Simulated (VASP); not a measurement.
Band structure of Li2Se (space group Fm-3m). Level of theory: PBE GGA, VASP's PBE PAW potentials (set 64) (plane waves; VASP).

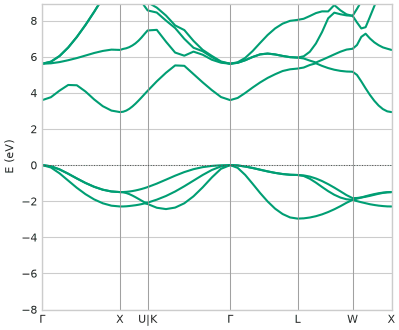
Fig. 1. Bands along high-symmetry lines, zero at the valence-band maximum or, without a gap, the Fermi level

### Question
Read the plot: is there a gap, and where are the band edges?

### Answer
The gap is indirect, 2.94 eV, from the valence maximum at Γ to the conduction minimum at X.

The structure comes from a computed database's Li2Se entry; how it stands against other phases isn't given here. The cell was not relaxed at this level.
